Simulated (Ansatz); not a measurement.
One crystal and one scan (frozen-phonon scan) at two levels, PBE (plane waves to 420 eV, PAW, scalar-relativistic; Ansatz, an electronic-structure program) and r2SCAN (plane waves to 500 eV, PAW, scalar-relativistic; Ansatz), each from its own relaxed cell and on its own mesh. The cell shown is that of PBE.

Starting cell, CaO (rock salt):

```
CELL_PARAMETERS angstrom
      0.00000     4.83070     4.83070
      2.41535     2.41535     4.83070
      2.41535     2.41535     0.00000
ATOMIC_POSITIONS crystal
  O  0.00000 0.00000 0.00000
  O  0.50000 0.00000 0.00000
  Ca 0.00000 0.50000 0.50000
  Ca 0.50000 0.50000 0.50000
```

The atoms are displaced by Q × the pattern below (from a DFPT mode at X = (0.5, 0.5, 0.0), largest move 1; Q in Å), at fixed cell. (q is in reciprocal vectors of the primitive cell; the cell shown is doubled to hold the pattern.)

| atom | x | y | z |
|---|---|---|---|
| O1 | 0.000 | 0.000 | 1.000 |
| O2 | 0.000 | 0.000 | -1.000 |
| Ca3 | 0.000 | 0.000 | 0.236 |
| Ca4 | 0.000 | 0.000 | -0.236 |

CaO was relaxed with its symmetry unable to fall. Percentages come from the unrounded values.

```tsv
quantity	PBE	r2SCAN	PBE − r2SCAN
Lattice constant a (Å)	4.831	4.795	+0.036 (+0.7 %)
Band gap of the relaxed cell, no spin-orbit coupling (eV)	3.66	4.20	-0.54 (-13 %)
Harmonic wavenumber from the curvature (finite differences) (cm⁻¹ (negative: imaginary))	383	398	-15 (-3.8 %)
```

PBE gives the higher value for: lattice constant a. PBE gives the lower value for: band gap of the relaxed cell, no spin-orbit coupling; harmonic wavenumber from the curvature. Both give the same shape of the curve: a single well with its minimum at or next to zero displacement. Neither level is exact: the differences show how much the result hangs on the functional.

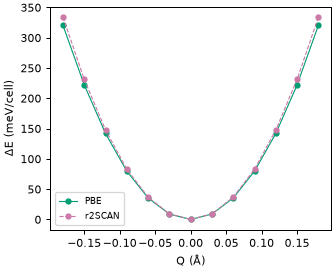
Figure. ΔE, each from the undisplaced structure of its own level.

(A displaced cell: forces are minus the slopes of the energy, force constants its curvatures, and phonons follow from these.)
